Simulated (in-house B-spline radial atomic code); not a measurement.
# Ba³⁺: excited configurations

Wanted: excitation energies of Ba³⁺ as differences of total energies (ΔSCF).

Method: Dirac-Hartree-Fock, average of configuration, Fermi nucleus, basis-set limit. Code: in-house B-spline radial atomic code version 1.

### Step 1. The atom as given

```
element       : barium (Z = 56)
charge        : +3
electrons     : 53
configuration : [Kr] 4d10 5s2 5p5
Hamiltonian   : Dirac-Coulomb
nucleus       : Fermi, rms radius 4.838 fm
```

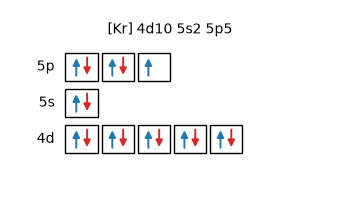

Outer shells as boxes.

The boxes draw the filling by Hund's rule, which heavy ions in jj coupling don't follow; these runs average over all states of the configuration.

The run's settings:

```ini
Z = 56
electrons = 53.0
configuration = [Kr] 4d10 5s2 5p5
hamiltonian = dirac
method = hf
spin_polarised = False
nucleus = fermi
rms_radius = 4.8378
mass_number = 138
atomic_mass = 137.905247059
speed_of_light = 137.035999084
```

From the earlier run of the reference: total energy -8133.840473 hartree. Levels, eight at most:

```
orbital  occupation  energy (eV)  <r> (bohr)
  4s1/2           2      -304.21      0.6734
  4p1/2           2      -245.46      0.6979
  4p3/2           4      -229.51      0.7232
  4d3/2           4      -131.53      0.7932
  4d5/2           6      -128.78      0.8030
  5s1/2           2      -66.352       1.625
  5p1/2     1.66667      -49.199       1.799
  5p3/2     3.33333      -46.783       1.864
```

### Step 2. [Kr] 4d10 5s1 5p5 5g1

The run's settings:

```ini
Z = 56
electrons = 53.0
configuration = [Kr] 4d10 5s1 5p5 5g1
hamiltonian = dirac
method = hf
spin_polarised = False
nucleus = fermi
rms_radius = 4.8378
mass_number = 138
atomic_mass = 137.905247059
speed_of_light = 137.035999084
```

### Step 3. Configuration [Ar] 3d9 4s2 4p6 4d10 5s2 5p5 7d1

Changes to the settings of step 2:

```diff
@@ -2,3 +2,3 @@
 electrons = 53.0
-configuration = [Kr] 4d10 5s1 5p5 5g1
+configuration = [Ar] 3d9 4s2 4p6 4d10 5s2 5p5 7d1
 hamiltonian = dirac
```

### Step 4. [Kr] 4d10 5s2 5p4 6g1

Changes to the settings of step 3:

```diff
@@ -2,3 +2,3 @@
 electrons = 53.0
-configuration = [Ar] 3d9 4s2 4p6 4d10 5s2 5p5 7d1
+configuration = [Kr] 4d10 5s2 5p4 6g1
 hamiltonian = dirac
```

### Step 5. [Kr] 4d10 5s1 5p5 7p1

Changes to the settings of step 4:

```diff
@@ -2,3 +2,3 @@
 electrons = 53.0
-configuration = [Kr] 4d10 5s2 5p4 6g1
+configuration = [Kr] 4d10 5s1 5p5 7p1
 hamiltonian = dirac
```

### Step 6. Run with [Ar] 3d10 4s2 4p5 4d10 5s2 5p5 6f1

Changes to the settings of step 5:

```diff
@@ -2,3 +2,3 @@
 electrons = 53.0
-configuration = [Kr] 4d10 5s1 5p5 7p1
+configuration = [Ar] 3d10 4s2 4p5 4d10 5s2 5p5 6f1
 hamiltonian = dirac
```

### Step 7. Run with [Kr] 4d10 5s1 5p5 9d1

Changes to the settings of step 6:

```diff
@@ -2,3 +2,3 @@
 electrons = 53.0
-configuration = [Ar] 3d10 4s2 4p5 4d10 5s2 5p5 6f1
+configuration = [Kr] 4d10 5s1 5p5 9d1
 hamiltonian = dirac
```

How far above the reference does each configuration lie (order and size, in eV)?

As calculated:

| net move | configuration | energy above the reference (eV) | with Breit, QED, recoil (eV) | largest <r> (bohr) |
| --- | --- | --- | --- | --- |
| 5p → 6g | [Kr] 4d10 5s2 5p4 6g1 | 40.994 | 40.970 | 10.9 |
| 5s → 7p | [Kr] 4d10 5s1 5p5 7p1 | 54.355 | 54.287 | 7.12 |
| 5s → 5g | [Kr] 4d10 5s1 5p5 5g1 | 56.980 | 56.909 | 6.81 |
| 5s → 9d | [Kr] 4d10 5s1 5p5 9d1 | 61.319 | 61.248 | 17.9 |
| 4p → 6f | [Ar] 3d10 4s2 4p5 4d10 5s2 5p5 6f1 | 221.24 | 220.99 | 8.21 |
| 3d → 7d | [Ar] 3d9 4s2 4p6 4d10 5s2 5p5 7d1 | 814.76 | 814.32 | 8.69 |

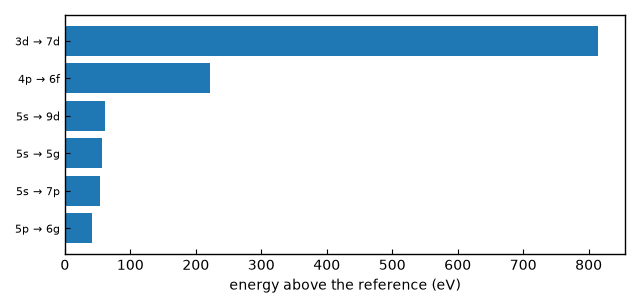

Energy of each configuration above the reference.

Quantum defects of the promoted electron, δ = n − ζ/√(−2ε) with ζ = 4 and ε its orbital energy in hartree:

| promotion | δ |
| --- | --- |
| 5p → 6g | 0.014 |
| 5s → 7p | 2.624 |
| 5s → 9d | 1.967 |
| 4p → 6f | 0.909 |
| 3d → 7d | 2.027 |

The lowest of them is 5p → 6g at 40.994 eV and the highest 3d → 7d at 814.76 eV. Koopmans' estimate of the ionisation threshold is 46.783 eV; 5 configurations exceed it by over 2 % and could autoionise. Of those tabulated, the defect is largest for 7p (2.62) and least for 6g (0.01): low angular momentum penetrates the core, high angular momentum stays outside it. Two partly filled shells share a symmetry and can mix in the average, which may lower the energy, for: 5s → 7p; 4p → 6f; 3d → 7d. These are averages over configurations, without correlation, not spectroscopic levels.
